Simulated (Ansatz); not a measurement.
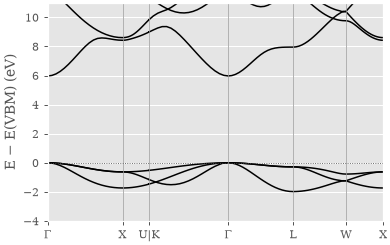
Figure: Band structure from the program Ansatz at the r²SCAN level (PAW)

### Question
Read off the gap and where the band edges lie.

### Answer
About 6.0 eV (5.97 eV by a search for the band edges); maximum at Γ, minimum at Γ.

The material is NaCl (rock salt, Fm-3m).

The cell was relaxed with r²SCAN under the symmetry of its start.

Potentials: the later of the program's two PAW sets.
